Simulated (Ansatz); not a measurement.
## Electronic structure of H6OSi2···NH3 in real space

Input file:

```
crystal:
  periodic: [false, false, false]
  atoms:
    - {symbol: Si, position_ang: [-1.291545, -0.043782, 0.320719]}
    - {symbol: N, position_ang: [1.600609, -0.449643, 0.750853]}
    - {symbol: H, position_ang: [-2.747322, 0.253579, 0.125650]}
    - {symbol: H, position_ang: [-1.221247, -1.406569, 0.916582]}
    - {symbol: Si, position_ang: [-0.143232, 0.033386, -1.712526]}
    - {symbol: H, position_ang: [2.453983, -0.207026, 0.263926]}
    - {symbol: O, position_ang: [-0.728909, 1.101351, 1.397334]}
    - {symbol: H, position_ang: [1.752827, -1.330214, 1.225780]}
    - {symbol: H, position_ang: [1.421714, 0.262419, 1.449275]}
    - {symbol: H, position_ang: [-1.070504, 0.324211, -2.848726]}
    - {symbol: H, position_ang: [0.512623, -1.268450, -2.005883]}
    - {symbol: H, position_ang: [0.878960, 1.114681, -1.701611]}
    - {symbol: H, position_ang: [-1.418155, 1.616058, 1.818528]}
basis:
  gaussian: {orbitals: def2-TZVPP}
hamiltonian: {xc: pbe0, dispersion: d4}
output: {orbitals: {seedname: orbitals}}
```

Run with:

```sh
ansatz run in.yaml --threads 8 --pin off --events-out ev --progress --plain --max-ram 19148MiB
```

The product side of a reaction path; geometry: PBE0-D4/def2-TZVP; a saddle point, not a minimum.

All numbers below come from Ansatz 0.2.0, RKS PBE0-D4/def2-TZVPP.

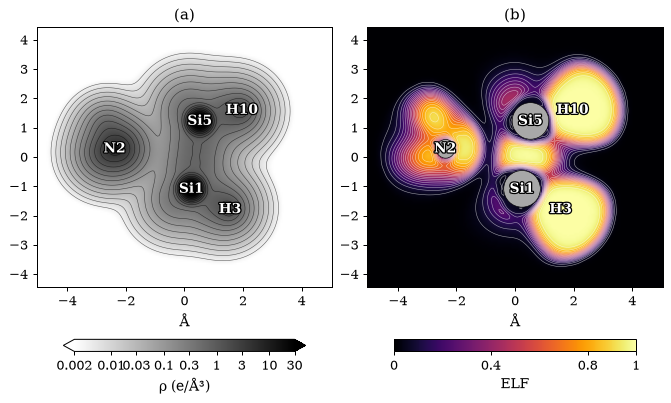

Figure 1. (a) total electron density; (b) electron localisation function on the plane of atoms H3, Si1 and Si5. Grey discs cover the atomic cores in the ELF map.

Q: What does the map show?

A: The plane passes through Si, N and H nuclei. Si1···N2 (2.95 Å): the density falls to about 0.1 e/Å³ on the way; the ELF is about 0.10 at the midpoint. Si–Si (2.34 Å): ρ at the midpoint is about 0.66 e/Å³; the ELF peaks at about 1 between the atoms, as expected for localised, covalent bonding. Si–H (1.50 Å): the density is about 0.79 e/Å³ at the midpoint; the ELF climbs to about 1 towards the hydrogen, as it does in any bond to H.

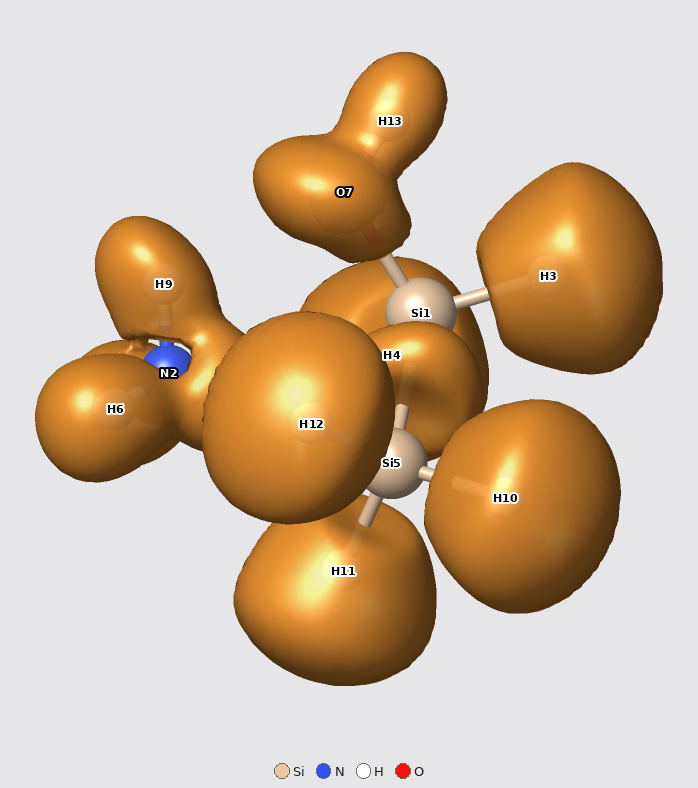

Figure 2. Isosurface of the ELF at 0.75 (orange), seen at a tilt. Core shells and regions of very low density are left out.

Q: Where are the electrons localised?

A: The surface consists of one region between bonded Si–Si atoms (shared pairs), five regions around hydrogen nuclei, one joined region spread over several atoms (H, N), in which their bonds and any lone pairs are merged and one joined region spread over several atoms (H, O), in which their bonds and any lone pairs are merged. Profiles from the grid: Si–O (1.67 Å): the ELF peaks at about 0.85 between the atoms; a shared but strongly polarised pair.

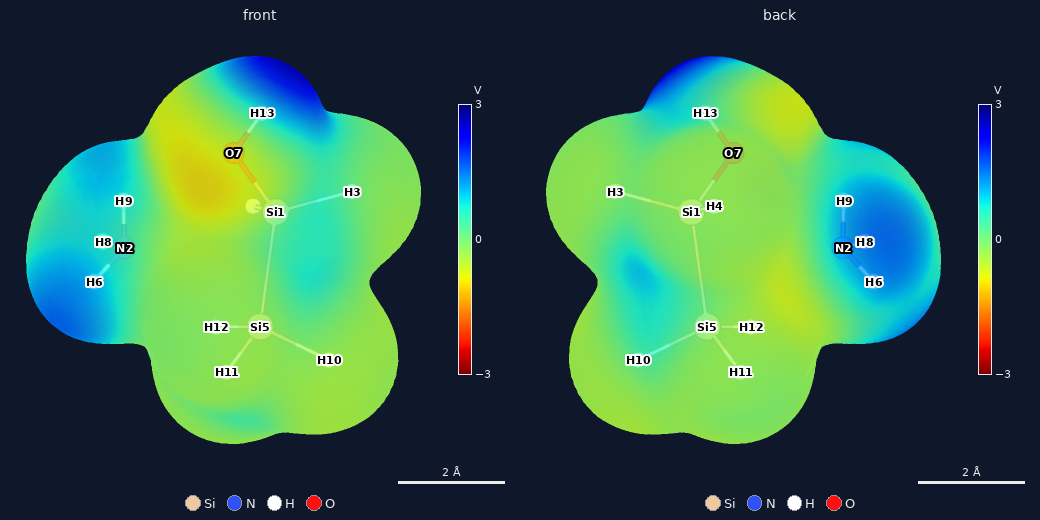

Figure 3. The molecular electrostatic potential painted on the density surface at 0.002 e/bohr³, seen from the front and from behind; the colour scale runs from red (negative) to blue (positive).

Q: Describe the electrostatic potential map.

A: The most negative region (about −1.0 V, or −23 kcal/mol for a unit charge) lies over O7, the most positive (about +2.5 V, or +58 kcal/mol for a unit charge) over H13. O7 is the likeliest acceptor of a hydrogen bond.
